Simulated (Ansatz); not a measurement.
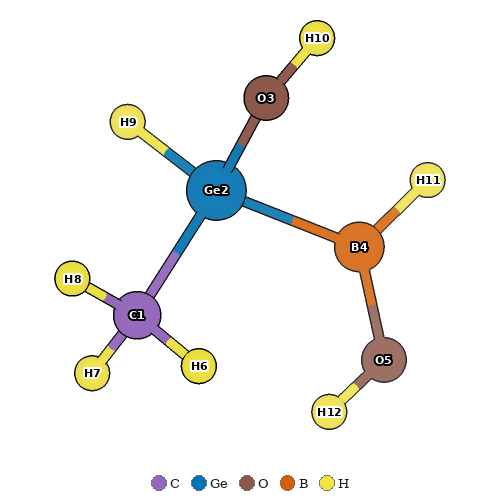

The system is CH₇BGeO₂, SMILES [CH3][GeH]([OH])[BH]O; the picture shows the reference structure. 
- First axis: dihedral Ge2–B4–O5–H12. Second axis: dihedral C1–Ge2–O3–H10.
- Nothing is relaxed (all other coordinates rigid).
- The scan uses an 8 × 8 grid.
- Points are written as (first, second).
- All energies are given in kcal/mol relative to the lowest grid point.
- These are results of RKS PBE0-D4/def2-SVP in Ansatz, not measurements.

Its coordinates:

```yaml
atoms:
  - { symbol: C, position_ang: [-1.0894, -0.4961, 1.1929] }
  - { symbol: Ge, position_ang: [0.5906, 0.1494, 0.4407] }
  - { symbol: O, position_ang: [1.6547, -1.3017, 0.4888] }
  - { symbol: B, position_ang: [0.4151, 0.7837, -1.5394] }
  - { symbol: O, position_ang: [-0.7743, 0.8989, -2.1615] }
  - { symbol: H, position_ang: [-1.5459, -1.2499, 0.5340] }
  - { symbol: H, position_ang: [-1.8028, 0.3287, 1.3438] }
  - { symbol: H, position_ang: [-0.9007, -0.9677, 2.1682] }
  - { symbol: H, position_ang: [1.1948, 1.2312, 1.3758] }
  - { symbol: H, position_ang: [2.4839, -1.1563, 0.0214] }
  - { symbol: H, position_ang: [1.3824, 1.0488, -2.2221] }
  - { symbol: H, position_ang: [-1.5318, 0.6758, -1.6087] }
```

Range: dihedral Ge2–B4–O5–H12 from −180 to 135°; dihedral C1–Ge2–O3–H10 from −180 to 135°.

Predict the map.

The lowest grid point is at (0°, −180°). There is a further well near (−180°, −180°) (0.19 kcal/mol above the lowest at that grid point). The highest grid point, (−90°, 45°), lies 19.1 kcal/mol above the lowest. Round the minimum the two coordinates are nearly uncoupled.

```
dihedral C1–Ge2–O3–H10 ↓, dihedral Ge2–B4–O5–H12 →  −180  −135   −90   −45    0   45    90   135
                                               135   0.8   7.9  17.4   8.6  0.5  7.9  17.4   8.6
                                                90   1.9   9.2  18.9  10.1  1.8  9.1  18.6   9.8
                                                45   2.1   9.3  19.1  10.6  2.4  9.6  19.0  10.1
                                                 0   1.6   8.8  18.3   9.8  1.9  9.3  18.5   9.6
                                               −45   1.0   8.2  17.4   8.7  1.1  8.7  17.8   8.8
                                               −90   1.0   8.1  17.3   8.6  0.9  8.6  17.8   8.8
                                              −135   0.8   7.6  17.0   8.5  0.7  8.2  17.6   8.8
                                              −180   0.2   7.1  16.5   7.9  0.0  7.4  16.8   8.2
```

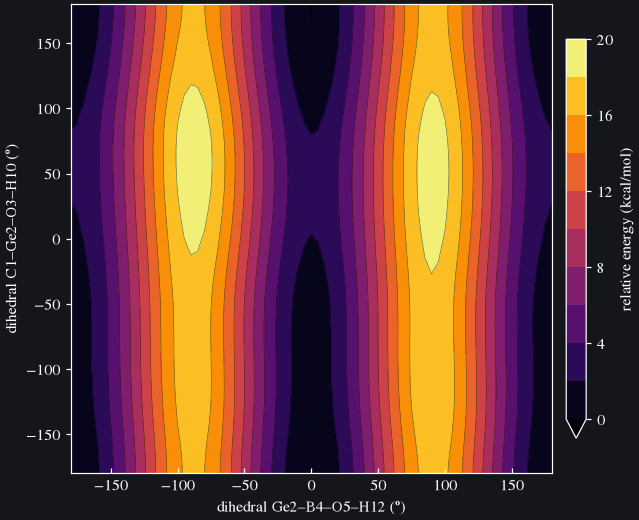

Drawn: filled contours. Between grid points the surface is interpolated.

The whole map (64 points run) took 13 min on 1 thread of Arm Neoverse V1, with other jobs on the host.
